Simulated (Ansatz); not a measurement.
AlCl2HO···H2···H2O

The calculation's input:

```
crystal:
  periodic: [false, false, false]
  atoms:
    - {symbol: Al, position_ang: [-1.013755, -0.261938, -0.391418]}
    - {symbol: H, position_ang: [-0.165039, 1.516899, -0.881803]}
    - {symbol: Cl, position_ang: [-0.198537, -1.533678, -1.832586]}
    - {symbol: Cl, position_ang: [-2.816978, 0.719006, -0.810675]}
    - {symbol: H, position_ang: [1.324335, -0.266254, 1.044892]}
    - {symbol: O, position_ang: [-0.617617, -0.554065, 1.238690]}
    - {symbol: H, position_ang: [0.470647, 1.176513, -0.606983]}
    - {symbol: O, position_ang: [1.906337, 0.115501, 0.370433]}
    - {symbol: H, position_ang: [-1.202996, -0.279895, 1.944060]}
    - {symbol: H, position_ang: [2.313602, -0.632189, -0.074712]}
basis:
  gaussian: {orbitals: def2-TZVPP}
hamiltonian: {xc: pbe0, dispersion: d4}
output: {orbitals: {seedname: orbitals}}
```

Run with:

```sh
ansatz run in.yaml --threads 8 --pin off --events-out ev --progress --plain --max-ram 19148MiB
```

The product side of a reaction path; geometry: PBE0-D4/def2-TZVP; a saddle point, not a minimum.

These are results of RKS PBE0-D4/def2-TZVPP (Ansatz), not measurements.

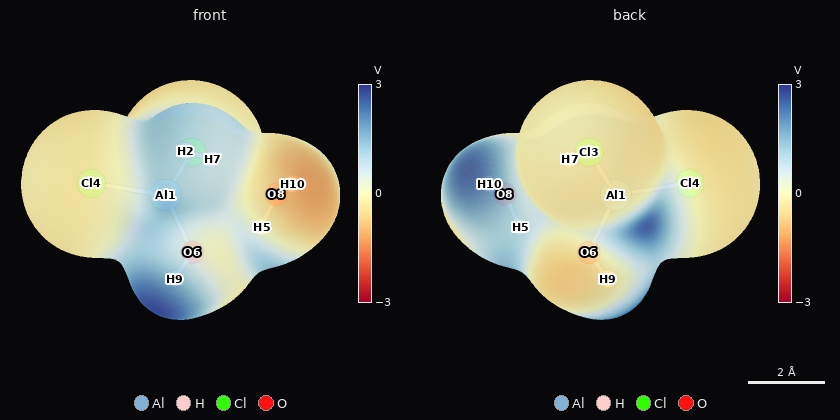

Figure 1. The electrostatic potential painted on the density surface at 0.002 e/bohr³, seen from the front and from behind; the colour scale runs from red (negative) to blue (positive).

**Which sites attract a positive test charge, and which a negative one?**

A positive charge is drawn to the negative regions and a negative charge to the positive ones. The most negative region (about −1.2 V) lies over O8, the most positive (about +2.7 V) over Al1 and H9. O8 is the likeliest acceptor of a hydrogen bond.

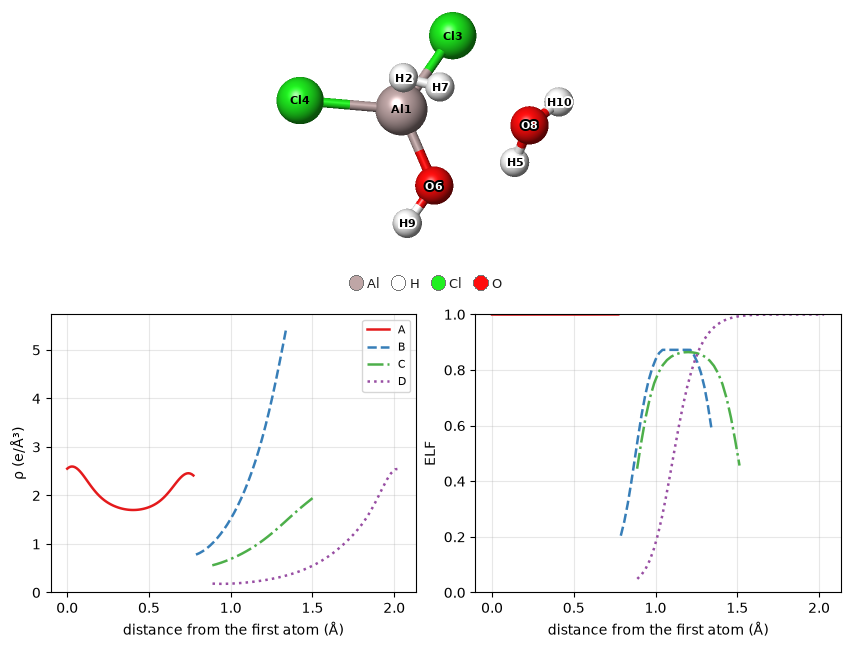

Figure 2. Electron density and electron localisation function along straight lines between neighbouring atoms. The curves leave out the atomic cores. The structure is drawn too.

**Which curve belongs to which contact (Al–Cl, Al–H, Al–O and H–H)? The first atom named is at distance zero.**

Curve A: H–H (0.77 Å): ρ at the midpoint is about 1.7 e/Å³; the ELF is about 1 at the midpoint. Curve B: Al–O (1.70 Å): ρ at the midpoint is about 0.9 e/Å³; the ELF peaks at about 0.85 in the valence shell of O, 0.7 Å from its nucleus, and is about 0.40 at the midpoint. Curve C: Al–Cl (2.09 Å): ρ is about 0.76 e/Å³ halfway; the ELF peaks at about 0.85 in the valence shell of Cl, 0.9 Å from its nucleus, and is about 0.80 at the midpoint. Curve D: Al1···H2 (2.03 Å): the density falls to about 0.18 e/Å³ on the way; the ELF climbs to about 1 towards the hydrogen.

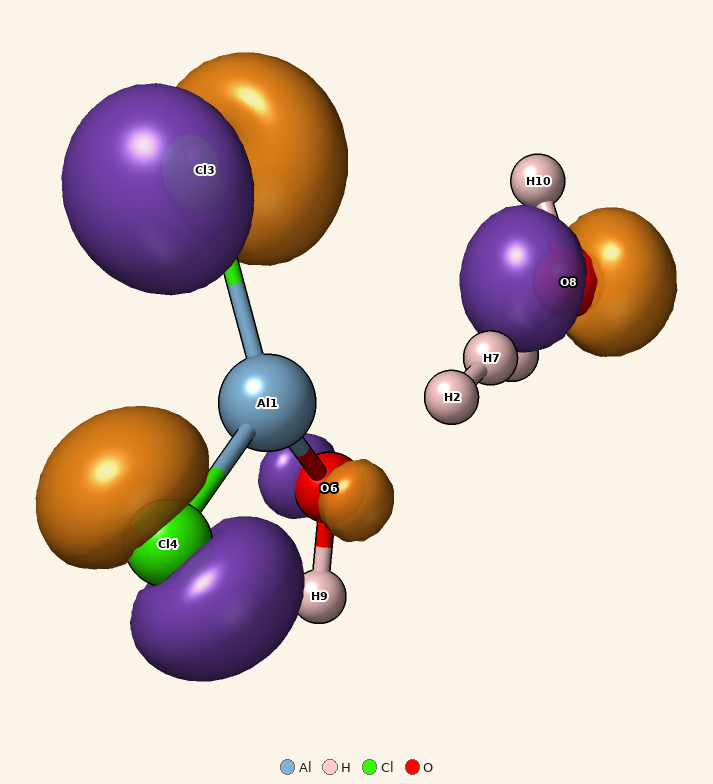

Figure 3. The HOMO at ±0.15 Å⁻³ᐟ² (orange and purple are the two phases), seen at an oblique angle.

**Where does this orbital lie, and at what energy?**

Its weight (Hirshfeld) is mainly on Cl3 (about 40 %), Cl4 (about 30 %) and O8 (about 20 %); largely a combination of lone pairs on Cl3, Cl4 and O8. Its energy is −9.01 eV.
